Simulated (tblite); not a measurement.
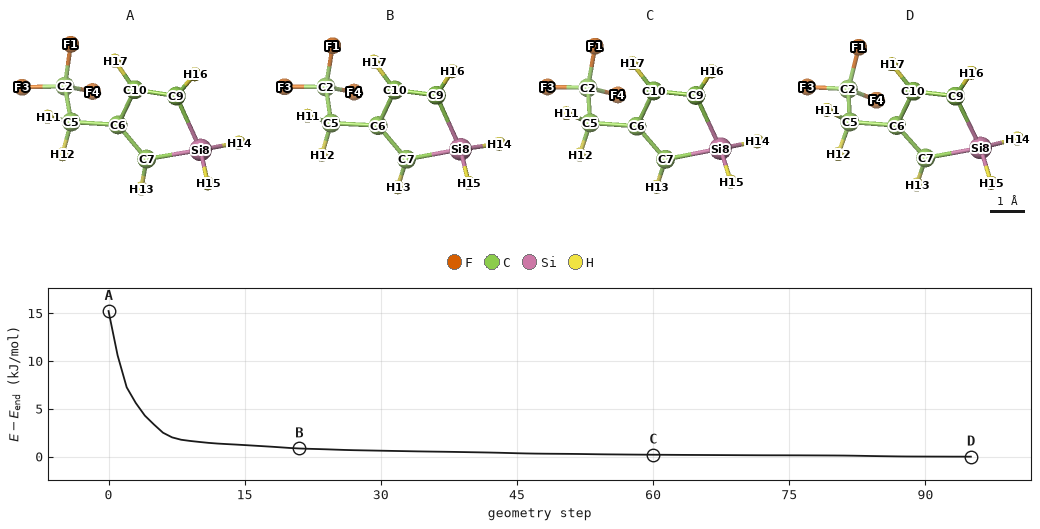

Frames of a relaxation of C6H7F3Si, marked on the history of the run. A ball-and-stick model, seen at a tilt.

Theory: GFN2-xTB geometry optimisation, gas phase (tblite 0.8.0). 

Describe the path.

The energy falls by 15.2 kJ/mol in 95 geometry steps. The largest moves after the best rigid fit, 0.29 Å, are those of F1 and F4. Largest moves by element: F 0.29 Å, H 0.23 Å, C 0.13 Å, Si 0.11 Å. Among the contacts that change: Si8–H14 1.491 → 1.461 Å, C2–F3 1.368 → 1.346 Å, F1–C2 1.361 → 1.341 Å, C7–Si8 1.877 → 1.887 Å. Among the angles between lasting bonds that change: Si8–C7–H13 120.8° → 128.4°, Si8–C9–H16 121.7° → 128.4°, C6–C7–H13 127.9° → 122.0°. The run took 1.3 s on 1 thread of Arm Neoverse N1, on a shared host. From step 0 to 21: H13 moves most (0.14 Å), energy −14.4 kJ/mol. From step 21 to 60: H14 moves most (0.15 Å), energy −0.65 kJ/mol. From step 60 to 95: F atoms move most (0.17 Å), energy −0.20 kJ/mol.

```
step  E − E(0), kJ/mol
   0              0.00
   1             -4.64
   2             -7.98
   3             -9.62
   4            -10.94
   5            -11.87
   6            -12.73
   7            -13.22
   8            -13.47
   9            -13.59
  10            -13.70
  14            -13.97
  19            -14.26
  23            -14.44
  28            -14.58
  32            -14.65
  37            -14.72
  41            -14.79
  46            -14.90
  50            -14.94
  55            -15.00
  59            -15.03
  64            -15.06
  68            -15.07
  73            -15.09
  77            -15.10
  82            -15.13
  86            -15.20
  91            -15.23
  95            -15.24
```
